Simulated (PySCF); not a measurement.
```tsv
atom	x (Å)	y (Å)	z (Å)
C	-1.2946	-0.6823	-1.2714
C	-0.3889	-0.2532	-0.3755
C	-0.8211	0.4362	0.8924
O	0.8912	-0.4084	-0.5496
Si	2.1040	-0.1722	0.6743
F	3.3932	-0.3637	-0.4001
H	-0.9946	-1.1788	-2.1784
H	-2.3508	-0.5440	-1.1100
H	-0.4376	1.4566	0.9062
H	-1.9051	0.4529	0.9934
H	-0.3571	-0.0866	1.7329
H	2.1626	1.3428	0.6597
```

Geometry: GFN2-xTB.

Computed with PBE0/def2-SVPD, SCF density, gas phase (PySCF).

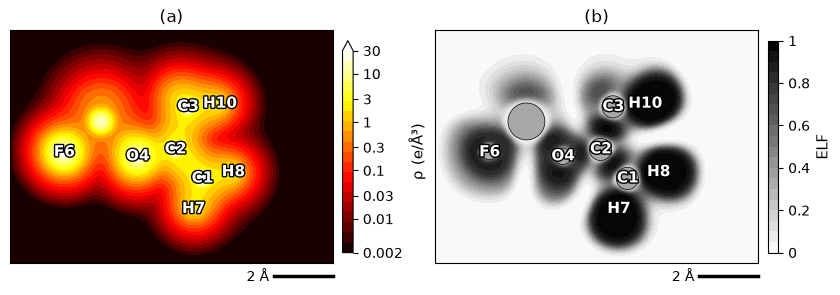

C₃H₆FOSi (SMILES C=C(C)O[SiH-]F) (charge −1). (a) electron density; (b) ELF on the plane of atoms C1, C2 and C3. Grey discs cover the atomic cores in the ELF map.

**Interpret the plot.**

The section cuts through C, O, F and H sites.
C–O (1.30 Å): the density is about 2.6 e/Å³ at the midpoint; the ELF peaks at about 0.90 between the atoms (a short, strongly polar bond).
C–C (1.34 Å): ρ is about 2.3 e/Å³ halfway; the ELF peaks at about 0.95 between the atoms: a multiple bond.
C–H (1.08 Å): ρ at the midpoint is about 1.9 e/Å³; the ELF climbs to about 1 towards the hydrogen, as it does in any bond to H (a covalent bond by its length).
C–C (1.51 Å): the density is about 1.7 e/Å³ at the midpoint; the ELF peaks at about 0.95 between the atoms (localised, covalent bonding).
The ELF also peaks beside O4 and F6, away from the bonds: lone-pair regions.
